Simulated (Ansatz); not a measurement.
## Electronic structure of CH4Cl2Ge (SMILES [CH3][GeH]([Cl])[Cl]) in real space

Input

```
crystal:
  periodic: [false, false, false]
  atoms:
    - {symbol: C, position_ang: [-0.638270, -0.638456, 0.838748]}
    - {symbol: Cl, position_ang: [2.028695, 0.611866, -0.746862]}
    - {symbol: Cl, position_ang: [-1.242455, 1.568235, -1.601675]}
    - {symbol: Ge, position_ang: [0.046469, 1.003185, 0.055101]}
    - {symbol: H, position_ang: [0.019110, -0.957997, 1.660635]}
    - {symbol: H, position_ang: [-1.655449, -0.469161, 1.221415]}
    - {symbol: H, position_ang: [-0.664006, -1.420180, 0.066863]}
    - {symbol: H, position_ang: [0.157564, 2.217851, 0.988940]}
basis:
  gaussian:
    orbitals: def2-TZVPD
magnetization:
  spin_polarized: false
  initial_magnetization: 0
hamiltonian:
  xc: {name: PBE0}
output: {forces: true, orbitals: {seedname: orbitals}}
```

Launched as:

```sh
ansatz run input.yaml --threads 2 --pin off --max-ram 4350MiB --events-out events.jsonl --progress --plain --runs-dir runs
```

Geometry: B3LYP-D3(BJ)/def2-SVP.

Method: Ansatz 0.2.0, isolated molecule in a Gaussian basis; Kohn-Sham density functional theory, functional PBE0.

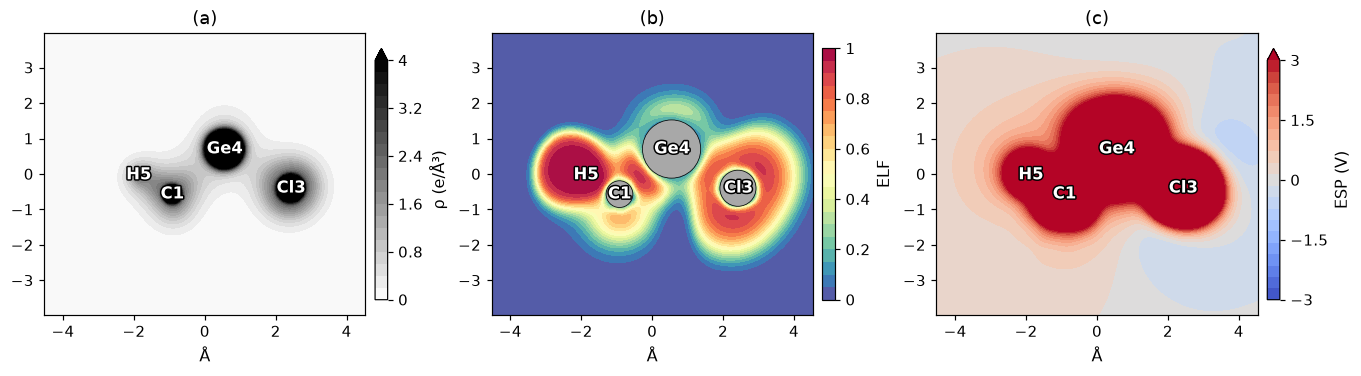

Figure 1. (a) total electron density; (b) electron localisation function; (c) molecular electrostatic potential on the plane of atoms C1, Ge4 and Cl3. Grey discs cover the atomic cores in the ELF map.

### What does the map show?

The section cuts through C, Cl, Ge and H sites.
C–Ge (1.94 Å): ρ is about 0.9 e/Å³ halfway; the ELF peaks at about 0.90 between the atoms (a covalent bond).
Ge–Cl (2.17 Å): ρ is about 0.76 e/Å³ halfway; the ELF peaks at about 0.85 in the valence shell of Cl, 0.9 Å from its nucleus, and is about 0.70 at the midpoint.
C–H (1.10 Å): ρ at the midpoint is about 1.9 e/Å³; the ELF climbs to about 1 towards the hydrogen, as it does in any bond to H: an ordinary covalent bond to hydrogen.
The ELF also peaks beside Cl3, away from the bonds: lone-pair regions.
Outside the dense part of the molecule the potential is most negative (−0.6 V) near Cl3.

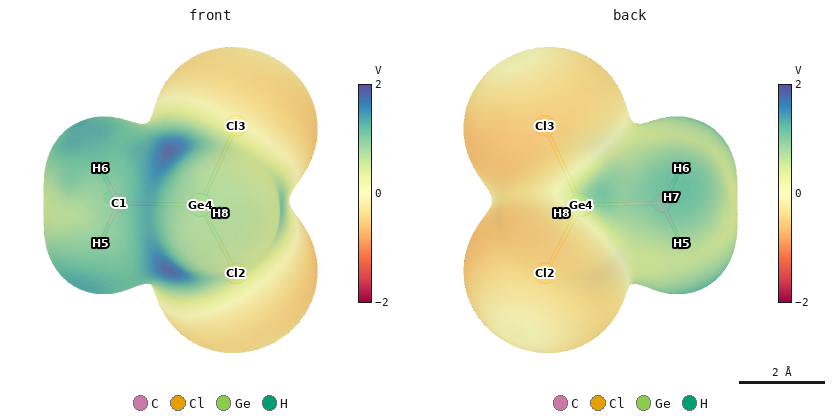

Figure 2. The molecular electrostatic potential painted on the density surface at 0.002 e/bohr³, seen from the front and from behind; the colour scale runs from red (negative) to blue (positive).

### Which sites attract a positive test charge, and which a negative one?

A positive charge is drawn to the negative regions and a negative charge to the positive ones. The most negative region (about −0.6 V) lies over Cl2 and Cl3, the most positive (about +1.8 V) over Ge4.

### How polar is the molecule by this calculation?

Its dipole moment is 2.80 D.

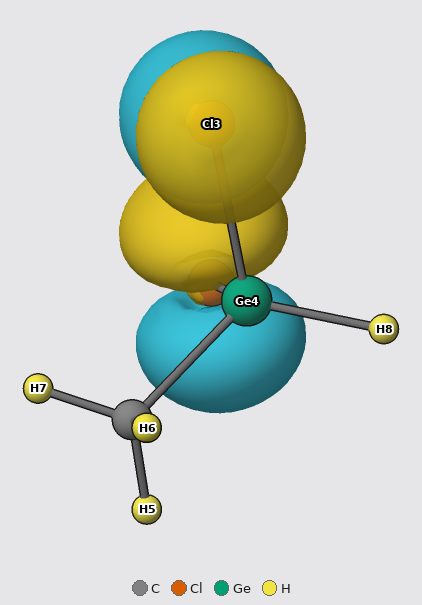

Figure 3. The HOMO−1 at ±0.15 Å⁻³ᐟ² (yellow and cyan are the two phases), seen at an oblique angle.

### What is the character of this orbital?

It lies mainly on Cl2 (about 45 %) and Cl3 (about 45 %); largely a combination of lone pairs on Cl2 and Cl3. Its energy is −9.03 eV.
